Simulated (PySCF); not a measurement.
# Run report: BSi₃NH₈O₃, geometry relaxation

The run: geometry relaxation of BSi₃NH₈O₃. Method and program: PBE0-D3(BJ)/def2-SVP geometry optimisation, gas phase (PySCF 2.14.0).

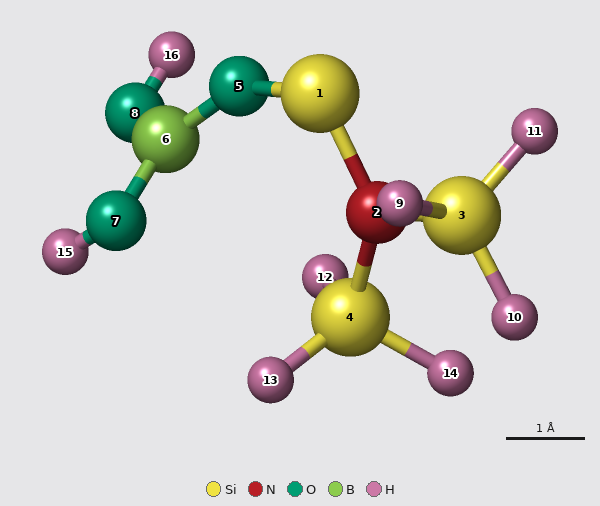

Fig. 1: The input geometry (ball-and-stick view, seen at a tilt; atoms are numbered from 1 in the order of the input). Bond lengths as drawn: B–O 1.35 to 1.37 Å, H–O 0.95 to 0.97 Å, H–Si 1.41 to 1.48 Å, N–Si 1.70 to 1.75 Å and O–Si 1.65 Å.

Summary:

```json
{"quantity": "outcome", "value": "converged"}
{"quantity": "total energy", "value": "−1177.600920 hartree"}
{"quantity": "dipole moment", "value": "1.42 D"}
{"quantity": "point group", "value": "C1"}
{"quantity": "hardware", "value": "1 CPU thread, shared host"}
{"quantity": "wall time", "value": "4.5 min"}
{"quantity": "peak memory", "value": "0.81 GiB"}
```

The input:
```
{"job": {"xc": "PBE0", "basis": "def2-SVP", "d3": "d3bj", "grid": 2, "kind": "geom", "shake": 0.01}, "charge": 0, "multiplicity": 1}
Si    -0.333544    -0.125429    -1.679770
N      0.031119    -1.112547    -0.339803
Si     0.441919    -2.671651    -1.014470
Si     0.171871    -0.678528     1.343798
O     -0.733057     1.365484    -1.100983
B     -0.364957     2.314915    -0.212518
O      0.920895     2.326643     0.271611
O     -1.207136     3.295362     0.189858
H      1.612494    -2.493121    -1.872193
H      0.778724    -3.591719     0.096758
H     -0.699283    -3.139947    -1.766803
H     -0.863088     0.336650     1.663295
H      1.469221    -0.228744     1.658971
H     -0.213105    -1.903116     2.089668
H      1.073442     3.040616     0.876388
H     -2.096969     3.253815    -0.181662
```

The first line tells a small driver script what to run in PySCF; the rest is the geometry in Å.

Launch command:
```bash
OMP_NUM_THREADS=1 python <driver script> task.json out
```

What the program printed:
```
step   0  E = -1177.58859889  max force = 0.034133
step   1  E = -1177.59886472  max force = 0.014824
step   2  E = -1177.60031187  max force = 0.003862
step   3  E = -1177.60052578  max force = 0.001342
step   4  E = -1177.60052625  max force = 0.002277
step   5  E = -1177.60069047  max force = 0.000998
step   6  E = -1177.60074136  max force = 0.001718
step   7  E = -1177.60079216  max force = 0.000882
step   8  E = -1177.60082663  max force = 0.000723
step   9  E = -1177.60085210  max force = 0.000627
step  10  E = -1177.60088602  max force = 0.000664
step  11  E = -1177.60090981  max force = 0.000616
step  12  E = -1177.60092049  max force = 0.000273
optimisation converged
```

Trajectory as extended XYZ (Å, eV, eV/Å), 13 frames, from step=0 to step=12:
```
16
Properties=species:S:1:pos:R:3:forces:R:3 step=0 energy=-32043.81794
Si   -0.3335   -0.1254   -1.6798   -0.2887   0.2370  -1.5628
N     0.0311   -1.1125   -0.3398    0.1245   0.2243   0.4364
Si    0.4419   -2.6717   -1.0145    0.4746  -0.2398   0.6268
Si    0.1719   -0.6785    1.3438   -1.7552  -0.6469  -0.1066
O    -0.7331    1.3655   -1.1010   -0.2774   0.2110   0.2016
B    -0.3650    2.3149   -0.2125    0.6657   0.5011   0.3743
O     0.9209    2.3266    0.2716   -0.3908  -0.8122  -0.6822
O    -1.2071    3.2954    0.1899   -0.4781   0.3709   0.1516
H     1.6125   -2.4931   -1.8722    0.4687  -0.1967  -0.4344
H     0.7787   -3.5917    0.0968    0.0142  -0.1725   0.1584
H    -0.6993   -3.1399   -1.7668   -0.6094  -0.5380  -0.5366
H    -0.8631    0.3367    1.6633   -0.0141   0.2180   0.0454
H     1.4692   -0.2287    1.6590    1.5851   0.5136   0.5271
H    -0.2131   -1.9031    2.0897    0.1474  -0.1250   0.2985
H     1.0734    3.0406    0.8764    0.0651   0.5933   0.4956
H    -2.0970    3.2538   -0.1817    0.2683  -0.1380   0.0069
16
Properties=species:S:1:pos:R:3:forces:R:3 step=1 energy=-32044.09728
Si   -0.3716   -0.0501   -1.7730   -0.1768   0.1837  -0.4769
N     0.0128   -1.0988   -0.4372    0.1658   0.0442   0.1167
Si    0.4613   -2.7203   -0.9996    0.1108   0.1400   0.1772
Si    0.1412   -0.6577    1.2670   -0.7623  -0.2818  -0.0608
O    -0.7527    1.4314   -1.0949   -0.0459  -0.0798   0.1761
B    -0.3638    2.3556   -0.1674    0.0527   0.1084  -0.0686
O     0.9248    2.3333    0.2754    0.0072  -0.0448  -0.0201
O    -1.2173    3.3116    0.2933    0.0325   0.0561   0.0932
H     1.6687   -2.6441   -1.8617    0.1126  -0.0798  -0.1000
H     0.7686   -3.5669    0.1861   -0.0183  -0.0255   0.0570
H    -0.6571   -3.3001   -1.7728   -0.1558  -0.1868  -0.1344
H    -0.8858    0.3749    1.5830    0.0281   0.0928  -0.0023
H     1.4763   -0.1895    1.6164    0.5684   0.1648   0.1984
H    -0.2140   -1.8638    2.0715    0.0912  -0.0423   0.0663
H     1.0965    3.0282    0.9174   -0.0057   0.0275   0.0370
H    -2.0995    3.2449   -0.0814   -0.0046  -0.0767  -0.0587
16
Properties=species:S:1:pos:R:3:forces:R:3 step=2 energy=-32044.13666
Si   -0.4432   -0.0161   -1.8169   -0.0701   0.0161  -0.1986
N    -0.0162   -1.0819   -0.4931    0.1397  -0.0586   0.0623
Si    0.4981   -2.7120   -0.9859   -0.0106   0.0999   0.0397
Si    0.0450   -0.6473    1.2223   -0.1773  -0.1214   0.0240
O    -0.7879    1.4409   -1.0671    0.0194  -0.0253   0.0879
B    -0.3253    2.3584   -0.1654    0.0548   0.0244   0.0206
O     1.0015    2.3702    0.1459   -0.0336  -0.0496  -0.0366
O    -1.1613    3.2588    0.4211   -0.0266   0.0860   0.0240
H     1.7402   -2.6633   -1.8139   -0.0127  -0.0061  -0.0070
H     0.7814   -3.4940    0.2530   -0.0091  -0.0051  -0.0111
H    -0.5766   -3.3857   -1.7714    0.0010  -0.0180  -0.0117
H    -1.0125    0.3649    1.5150    0.0669   0.0549  -0.0168
H     1.3813   -0.1334    1.6241    0.0466   0.0050   0.0413
H    -0.2744   -1.8675    2.0257    0.0412   0.0227   0.0041
H     1.2103    3.0482    0.7962   -0.0156   0.0032   0.0008
H    -2.0717    3.1485    0.1326   -0.0139  -0.0279  -0.0228
16
Properties=species:S:1:pos:R:3:forces:R:3 step=3 energy=-32044.14248
Si   -0.4231   -0.0085   -1.8290   -0.0449   0.0230   0.0055
N     0.0111   -1.0732   -0.4990    0.0690  -0.0162   0.0170
Si    0.4887   -2.7129   -0.9903   -0.0079   0.0261   0.0063
Si    0.0817   -0.6445    1.2200    0.0227   0.0181   0.0050
O    -0.7846    1.4404   -1.0686   -0.0351  -0.0327   0.0063
B    -0.3491    2.3574   -0.1527    0.0287  -0.0296  -0.0334
O     0.9644    2.3454    0.2064    0.0055   0.0400   0.0115
O    -1.1969    3.2750    0.3915    0.0032   0.0074  -0.0119
H     1.7247   -2.6984   -1.8303   -0.0214   0.0095   0.0069
H     0.7635   -3.4968    0.2493   -0.0022  -0.0045  -0.0073
H    -0.6034   -3.3764   -1.7663    0.0260   0.0188   0.0165
H    -0.9233    0.4203    1.5088    0.0171  -0.0116   0.0008
H     1.4423   -0.1800    1.6287   -0.0624  -0.0469  -0.0097
H    -0.2724   -1.8486    2.0313   -0.0062   0.0018  -0.0159
H     1.1585    3.0229    0.8619    0.0135  -0.0002   0.0057
H    -2.0936    3.1665    0.0607   -0.0056  -0.0029  -0.0035
16
Properties=species:S:1:pos:R:3:forces:R:3 step=4 energy=-32044.14250
Si   -0.4319   -0.0137   -1.8001   -0.0178   0.0280   0.0999
N     0.0188   -1.0819   -0.4721   -0.0154   0.0898  -0.0134
Si    0.4990   -2.7073   -0.9964    0.0089  -0.0623  -0.0230
Si    0.0661   -0.6977    1.2589    0.0966   0.0456  -0.0552
O    -0.7938    1.4368   -1.0424    0.0019  -0.1171   0.0308
B    -0.3458    2.3890   -0.1691    0.0297   0.0476  -0.0705
O     0.9798    2.4271    0.1388   -0.0107  -0.0257   0.0582
O    -1.1990    3.3059    0.3697   -0.0128  -0.0411  -0.0042
H     1.7344   -2.6737   -1.8358   -0.0066   0.0111   0.0107
H     0.7713   -3.5206    0.2244    0.0044   0.0005   0.0057
H    -0.5879   -3.3589   -1.7900    0.0199   0.0239   0.0210
H    -0.9136    0.3852    1.5602   -0.0047   0.0083  -0.0153
H     1.4297   -0.2738    1.7065   -0.0701  -0.0179  -0.0445
H    -0.3148   -1.9152    2.0348   -0.0345  -0.0033  -0.0053
H     1.1779    3.1309    0.7649    0.0044  -0.0058  -0.0093
H    -2.1014    3.1566    0.0701    0.0068   0.0184   0.0143
16
Properties=species:S:1:pos:R:3:forces:R:3 step=5 energy=-32044.14697
Si   -0.4600   -0.0171   -1.8084   -0.0045  -0.0072   0.0513
N     0.0120   -1.0771   -0.4846   -0.0007   0.0297  -0.0294
Si    0.5055   -2.7041   -0.9913    0.0126  -0.0250  -0.0102
Si    0.0651   -0.6754    1.2397    0.0396   0.0312  -0.0107
O    -0.8075    1.4305   -1.0421    0.0194  -0.0217   0.0099
B    -0.3461    2.3708   -0.1629   -0.0108   0.0258   0.0068
O     0.9749    2.3796    0.1669   -0.0069  -0.0281  -0.0070
O    -1.1877    3.2982    0.3759   -0.0094  -0.0030  -0.0084
H     1.7348   -2.6646   -1.8378    0.0059   0.0045   0.0013
H     0.7937   -3.5007    0.2369    0.0036   0.0022   0.0030
H    -0.5789   -3.3729   -1.7703   -0.0023   0.0039   0.0021
H    -0.9177    0.4072    1.5313   -0.0074  -0.0008   0.0020
H     1.4262   -0.2452    1.6755   -0.0134  -0.0123  -0.0106
H    -0.3147   -1.8866    2.0263   -0.0278  -0.0036   0.0015
H     1.1793    3.0757    0.7995   -0.0050  -0.0051  -0.0085
H    -2.0903    3.1706    0.0676    0.0069   0.0095   0.0070
16
Properties=species:S:1:pos:R:3:forces:R:3 step=6 energy=-32044.14835
Si   -0.5001   -0.0229   -1.8029    0.0081  -0.0183   0.0055
N     0.0035   -1.0748   -0.4870    0.0032  -0.0073  -0.0220
Si    0.5232   -2.6956   -0.9884    0.0102   0.0063  -0.0053
Si    0.0552   -0.6683    1.2349    0.0000   0.0052   0.0127
O    -0.8347    1.4244   -1.0327   -0.0883   0.0373  -0.0074
B    -0.3556    2.3610   -0.1596    0.0077  -0.0418  -0.0283
O     0.9666    2.3276    0.1627    0.0136   0.0528   0.0403
O    -1.1706    3.3136    0.3765    0.0342  -0.0268  -0.0184
H     1.7470   -2.6355   -1.8416    0.0058  -0.0008  -0.0004
H     0.8335   -3.4808    0.2420    0.0021   0.0034   0.0008
H    -0.5536   -3.3861   -1.7577   -0.0085  -0.0054  -0.0051
H    -0.9310    0.4118    1.5237   -0.0029  -0.0025   0.0066
H     1.4140   -0.2385    1.6704    0.0192  -0.0087   0.0113
H    -0.3295   -1.8793    2.0209   -0.0153   0.0026   0.0040
H     1.1978    3.0200    0.7899    0.0127   0.0037   0.0066
H    -2.0772    3.2119    0.0712   -0.0017   0.0002  -0.0009
16
Properties=species:S:1:pos:R:3:forces:R:3 step=7 energy=-32044.14973
Si   -0.5261   -0.0287   -1.7940    0.0210  -0.0347  -0.0061
N     0.0027   -1.0757   -0.4845   -0.0092   0.0000  -0.0202
Si    0.5320   -2.6918   -0.9907    0.0115   0.0054  -0.0065
Si    0.0579   -0.6741    1.2385   -0.0065   0.0000   0.0236
O    -0.8534    1.4197   -1.0233   -0.0368   0.0453  -0.0031
B    -0.3609    2.3586   -0.1602   -0.0048  -0.0054   0.0075
O     0.9584    2.3174    0.1740    0.0135   0.0031  -0.0082
O    -1.1661    3.3282    0.3591    0.0085  -0.0013  -0.0010
H     1.7489   -2.6202   -1.8530    0.0022  -0.0019   0.0013
H     0.8587   -3.4741    0.2374    0.0014   0.0036   0.0016
H    -0.5449   -3.3917   -1.7518   -0.0049  -0.0030  -0.0023
H    -0.9135    0.4186    1.5304   -0.0030  -0.0092   0.0039
H     1.4222   -0.2671    1.6785    0.0204  -0.0073   0.0079
H    -0.3478   -1.8817    2.0198   -0.0086   0.0040   0.0021
H     1.1925    3.0162    0.7929   -0.0019   0.0008   0.0009
H    -2.0721    3.2349    0.0495   -0.0029   0.0006  -0.0014
16
Properties=species:S:1:pos:R:3:forces:R:3 step=8 energy=-32044.15067
Si   -0.5504   -0.0336   -1.7833    0.0283  -0.0270  -0.0028
N    -0.0010   -1.0761   -0.4788   -0.0202   0.0113  -0.0081
Si    0.5452   -2.6840   -0.9927    0.0088   0.0010  -0.0022
Si    0.0507   -0.6858    1.2476   -0.0007  -0.0057   0.0093
O    -0.8750    1.4165   -1.0135   -0.0279   0.0372  -0.0059
B    -0.3657    2.3606   -0.1658    0.0009  -0.0123   0.0194
O     0.9565    2.3132    0.1570    0.0089  -0.0101  -0.0132
O    -1.1579    3.3415    0.3515   -0.0016   0.0074   0.0012
H     1.7588   -2.5956   -1.8582    0.0005  -0.0017   0.0010
H     0.8855   -3.4645    0.2329    0.0010   0.0012   0.0020
H    -0.5262   -3.3949   -1.7519   -0.0001  -0.0004   0.0005
H    -0.9082    0.4164    1.5431    0.0002  -0.0011  -0.0020
H     1.4193   -0.3025    1.6982    0.0083  -0.0037   0.0003
H    -0.3770   -1.8925    2.0192   -0.0018   0.0026   0.0009
H     1.2017    3.0172    0.7656   -0.0045   0.0011   0.0000
H    -2.0676    3.2530    0.0512    0.0001   0.0002  -0.0004
16
Properties=species:S:1:pos:R:3:forces:R:3 step=9 energy=-32044.15136
Si   -0.5681   -0.0359   -1.7786    0.0268  -0.0153  -0.0027
N    -0.0056   -1.0740   -0.4770   -0.0182   0.0118   0.0054
Si    0.5571   -2.6758   -0.9930    0.0048   0.0023   0.0033
Si    0.0455   -0.6905    1.2516    0.0001  -0.0108  -0.0009
O    -0.8965    1.4147   -1.0092   -0.0322   0.0238  -0.0055
B    -0.3731    2.3565   -0.1676    0.0184  -0.0071   0.0008
O     0.9513    2.2975    0.1458    0.0036  -0.0113  -0.0050
O    -1.1508    3.3489    0.3493   -0.0062   0.0065   0.0085
H     1.7685   -2.5746   -1.8600   -0.0014  -0.0007  -0.0001
H     0.9085   -3.4506    0.2333    0.0000  -0.0008   0.0002
H    -0.5083   -3.3989   -1.7493    0.0030   0.0007   0.0018
H    -0.9008    0.4218    1.5486    0.0034   0.0031  -0.0030
H     1.4191   -0.3297    1.7076   -0.0027  -0.0012  -0.0025
H    -0.4027   -1.8935    2.0175    0.0043   0.0006  -0.0004
H     1.2078    3.0023    0.7489   -0.0033   0.0003   0.0005
H    -2.0632    3.2703    0.0543   -0.0001  -0.0018  -0.0006
16
Properties=species:S:1:pos:R:3:forces:R:3 step=10 energy=-32044.15229
Si   -0.5896   -0.0373   -1.7769    0.0189   0.0015   0.0013
N    -0.0156   -1.0679   -0.4754   -0.0089   0.0089   0.0182
Si    0.5743   -2.6601   -0.9914   -0.0010   0.0021   0.0090
Si    0.0342   -0.6929    1.2557   -0.0005  -0.0120  -0.0175
O    -0.9289    1.4143   -1.0101   -0.0342   0.0096  -0.0112
B    -0.3824    2.3474   -0.1737    0.0304  -0.0203   0.0037
O     0.9453    2.2667    0.1235   -0.0030   0.0004   0.0000
O    -1.1377    3.3508    0.3548   -0.0044   0.0075   0.0055
H     1.7841   -2.5397   -1.8581   -0.0026   0.0005  -0.0020
H     0.9398   -3.4253    0.2370   -0.0013  -0.0028  -0.0015
H    -0.4791   -3.4029   -1.7454    0.0045   0.0006   0.0020
H    -0.8947    0.4331    1.5543    0.0056   0.0079  -0.0030
H     1.4138   -0.3618    1.7178   -0.0124   0.0033  -0.0023
H    -0.4399   -1.8902    2.0151    0.0088  -0.0031  -0.0022
H     1.2197    2.9665    0.7245    0.0008  -0.0006   0.0011
H    -2.0548    3.2879    0.0708   -0.0007  -0.0034  -0.0010
16
Properties=species:S:1:pos:R:3:forces:R:3 step=11 energy=-32044.15293
Si   -0.6006   -0.0351   -1.7814    0.0066   0.0120   0.0025
N    -0.0260   -1.0609   -0.4771    0.0060  -0.0021   0.0204
Si    0.5859   -2.6463   -0.9885   -0.0048   0.0007   0.0070
Si    0.0208   -0.6893    1.2547   -0.0019  -0.0098  -0.0203
O    -0.9525    1.4156   -1.0152   -0.0261  -0.0052  -0.0074
B    -0.3862    2.3350   -0.1765    0.0317  -0.0022  -0.0122
O     0.9453    2.2391    0.1007   -0.0089   0.0003   0.0080
O    -1.1236    3.3419    0.3703   -0.0037   0.0015   0.0069
H     1.7964   -2.5127   -1.8522   -0.0025   0.0017  -0.0026
H     0.9585   -3.4028    0.2434   -0.0016  -0.0026  -0.0019
H    -0.4556   -3.4054   -1.7426    0.0023   0.0001   0.0010
H    -0.8997    0.4439    1.5520    0.0052   0.0085  -0.0007
H     1.4022   -0.3720    1.7208   -0.0120   0.0059   0.0005
H    -0.4655   -1.8836    2.0110    0.0068  -0.0039  -0.0023
H     1.2343    2.9307    0.7045    0.0027  -0.0018   0.0011
H    -2.0450    3.2906    0.0983    0.0001  -0.0031  -0.0001
16
Properties=species:S:1:pos:R:3:forces:R:3 step=12 energy=-32044.15322
Si   -0.6007   -0.0320   -1.7872   -0.0005   0.0089   0.0010
N    -0.0308   -1.0558   -0.4793    0.0125  -0.0043   0.0110
Si    0.5881   -2.6398   -0.9868   -0.0051  -0.0009   0.0016
Si    0.0139   -0.6830    1.2517   -0.0049  -0.0026  -0.0112
O    -0.9607    1.4186   -1.0227   -0.0131  -0.0035  -0.0065
B    -0.3852    2.3276   -0.1788    0.0140  -0.0056   0.0044
O     0.9469    2.2214    0.0916   -0.0044   0.0055   0.0026
O    -1.1150    3.3318    0.3832    0.0015   0.0011  -0.0025
H     1.7990   -2.5026   -1.8494   -0.0017   0.0012  -0.0018
H     0.9620   -3.3929    0.2468   -0.0009  -0.0007  -0.0013
H    -0.4489   -3.4048   -1.7408    0.0000  -0.0003   0.0003
H    -0.9063    0.4512    1.5471    0.0022   0.0026   0.0006
H     1.3939   -0.3641    1.7197   -0.0045   0.0038   0.0025
H    -0.4717   -1.8774    2.0082    0.0023  -0.0024  -0.0013
H     1.2424    2.9042    0.7022    0.0027  -0.0019   0.0005
H    -2.0384    3.2860    0.1166   -0.0002  -0.0010   0.0001
```

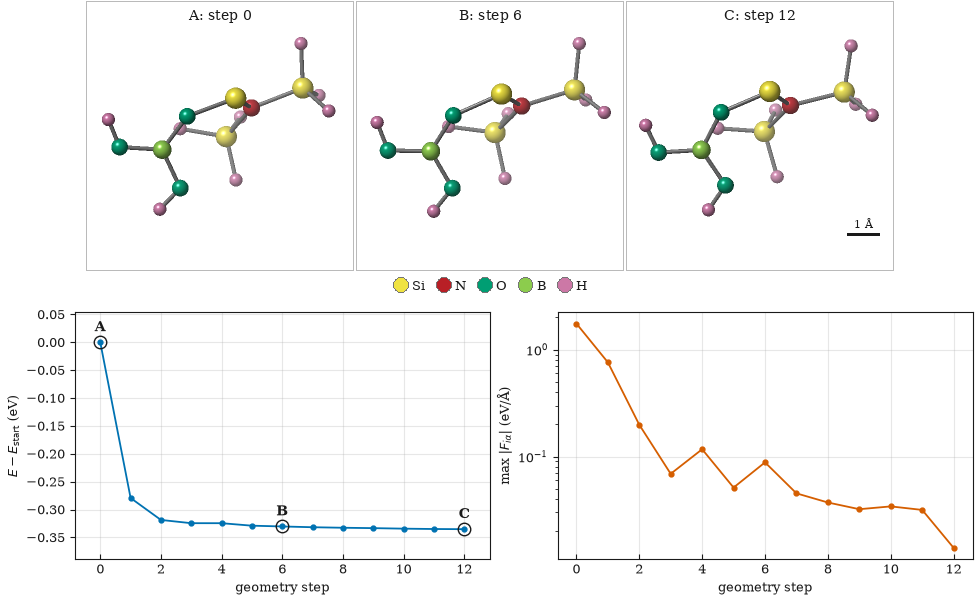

Fig. 2: Frames of the relaxation (ball-and-stick view, seen at a tilt) above the curves, on which the letters mark them (steps are counted from 0).

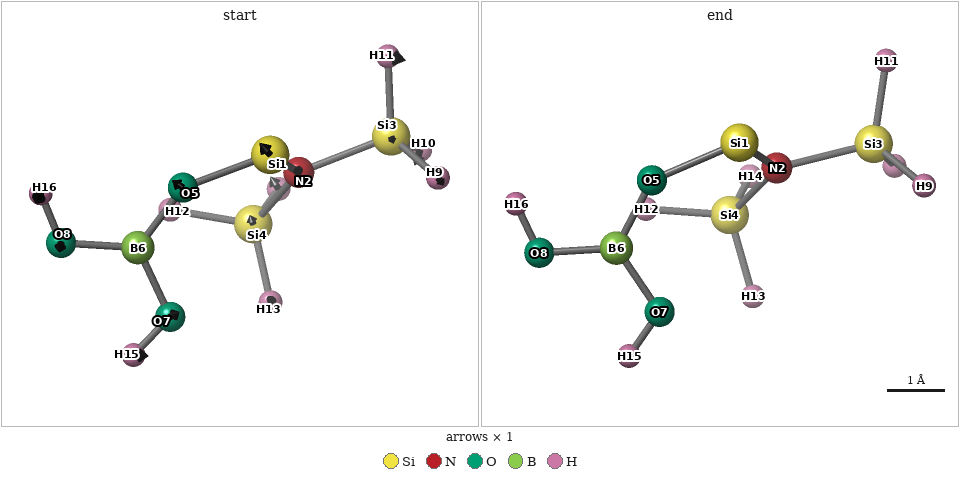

Fig. 3: Before (left) and after (right) the relaxation, at one scale (ball-and-stick view, seen at a tilt). The black arrows give the displacements, at true length. H11 moves most after the best rigid fit: 0.36 Å. Largest moves by element: H 0.36 Å, Si 0.30 Å, O 0.24 Å, N 0.16 Å, B 0.03 Å. Among the contacts that change: Si4–H13 1.409 → 1.492 Å, Si1–N2 1.704 → 1.756 Å, Si3–H11 1.445 → 1.493 Å, Si3–H9 1.462 → 1.493 Å. Among the angles that change: Si1–N2–Si3 105.3° → 114.9°, Si3–N2–Si4 125.1° → 117.3°, H13–Si4–H14 112.9° → 108.2°. Over 12 geometry steps the energy falls by 0.335 eV. Largest force component: 1.8 eV/Å at the start, 0.014 eV/Å at the end. (Atoms are counted from 1 in the order of the input.)
